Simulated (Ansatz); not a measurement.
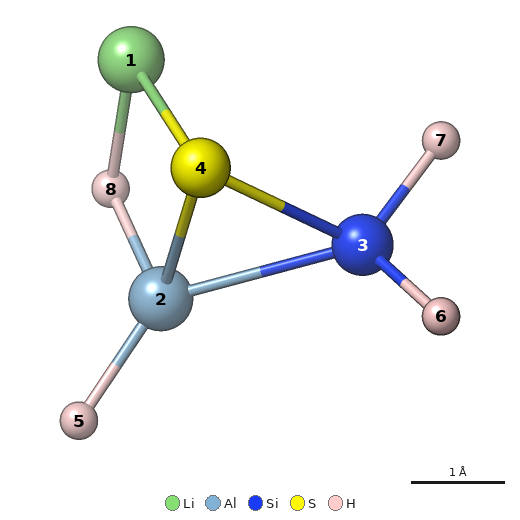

Orthographic view. Depth is shown by fading: the farther an atom, the more it takes the colour of the background. Computed geometry: PBE-D4/def2-SVP optimisation. No frequency run is at hand to confirm it as a minimum.

Write a Z-matrix (Å, degrees) in the order of the atom numbers, with these reference atoms: 2 to 1; 3 to 2, 1; 4 to 3, 2, 1; 5 to 2, 3, 4; 6 to 3, 4, 1; 7 to 3, 6, 4; 8 to 2, 5, 4.

```
Li 
Al   1   2.613
Si   2   2.380   1    82.2
S    3   2.250   2    61.8   1    52.0
H    2   1.594   3   134.7   4  -107.3
H    3   1.508   4   107.9   1   174.7
H    3   1.515   6   107.2   4   118.2
H    2   1.682   5   115.7   4  -119.9
```
